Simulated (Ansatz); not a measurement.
```xyz
6

N     2.4244   -1.0639    0.8966
C     1.3891   -0.7179    0.5241
Al   -0.3707   -0.2265   -0.0954
O    -0.5573    1.4183   -0.3855
H    -1.4858   -1.3121   -0.2911
H    -1.3577    1.8382   -0.6949
```

Geometry: PBE0-D4/def2-TZVP.

All numbers below come from Ansatz 0.2.0, RKS PBE0-D4/def2-TZVPP.

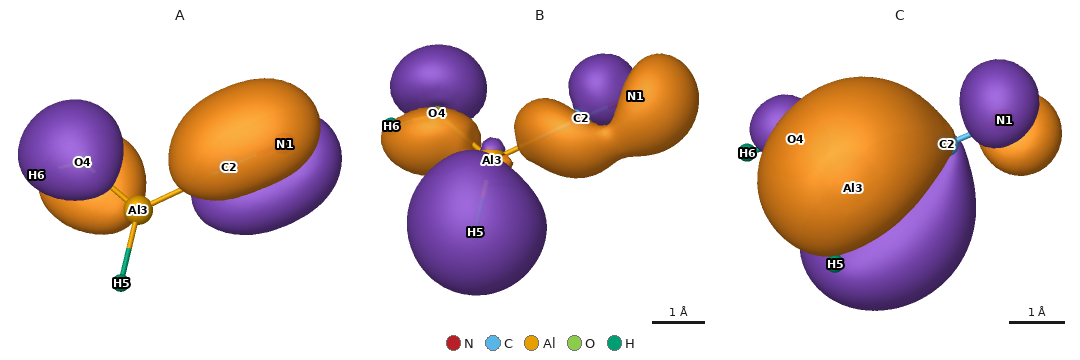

CH$_{2}$AlNO (SMILES N#[C][AlH][OH]). Three frontier orbitals at ±0.08 Å⁻³ᐟ² (orange and purple are the two phases), in no order.

Question: Which picture is the HOMO−1, the HOMO and the LUMO?

Answer: A is the HOMO−1 (−9.84 eV). By Hirshfeld shares it lies mainly on N1 (about 35 %), O4 (about 30 %) and C2 (about 25 %); it changes sign across the molecular plane (π type); π-bonding across N1–C2. B is the HOMO (−9.49 eV). Its weight (Hirshfeld) is mainly on H5 (about 30 %), O4 (about 20 %), Al3 (about 20 %), N1 (about 15 %) and C2 (about 10 %); it is symmetric in the molecular plane (an in-plane orbital: σ, lone-pair or in-plane π type). C is the LUMO (−1.85 eV). By Hirshfeld shares it lies mainly on Al3 (about 60 %), C2 (about 15 %) and N1 (about 15 %); it changes sign across the molecular plane (π type); π-antibonding (a node) across N1–C2.

Question: What is the HOMO–LUMO gap?

Answer: 7.64 eV between the orbital energies.
